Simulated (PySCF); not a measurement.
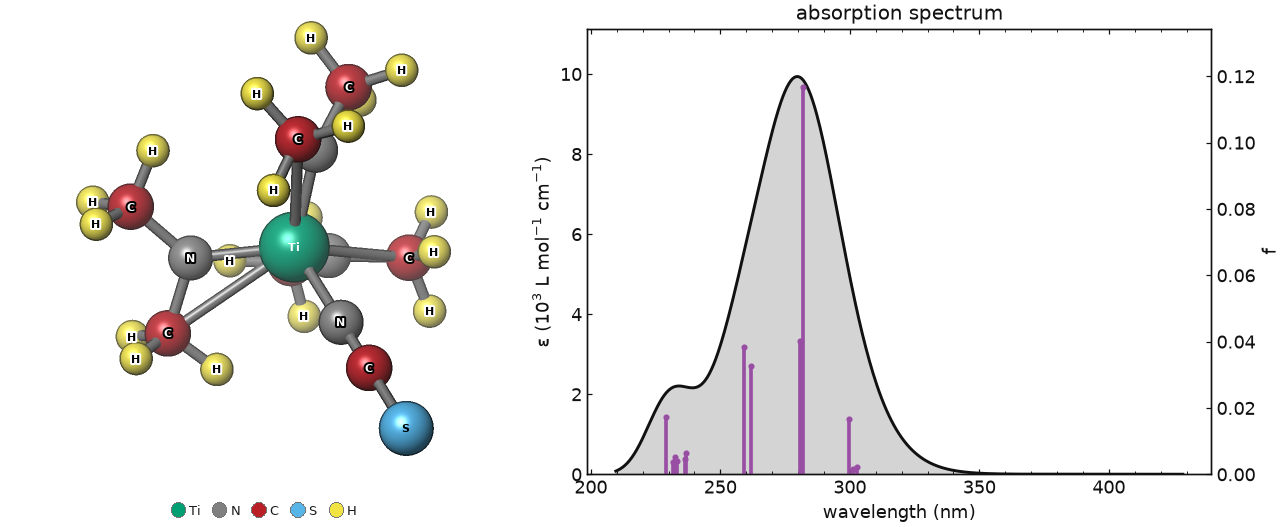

Computed absorption of C₇H₁₈N₄STi, singlet. Vertical TDDFT excitations, ωB97X-D/def2-SVPD in PySCF, at a PBE0-D3(BJ)/def2-SVP geometry (no frequency check), gas phase. The lowest 15 singlet states are shown; each is broadened by a Gaussian of 1/e half-width 0.30 eV. Sticks give oscillator strengths (right axis). States within 0.01 eV of each other are merged, with their strengths summed. The highest state may be half of a pair whose partner wasn't computed.

Q: Does any vertical transition fall in the visible?

A: No singlet lies below 3.1 eV (beyond 400 nm), so at this level no vertical transition falls in the visible.

Q: Which of the computed transitions is the brightest, and what character does the calculation give it?

A: S4/S5 at 4.40 eV (282 nm), f = 0.117, mainly HOMO/HOMO−1 → LUMO (S6 lies within 0.06 eV, too close to order).

Known limits of this run: one conformer of a flexible molecule; core orbitals are frozen in the response.
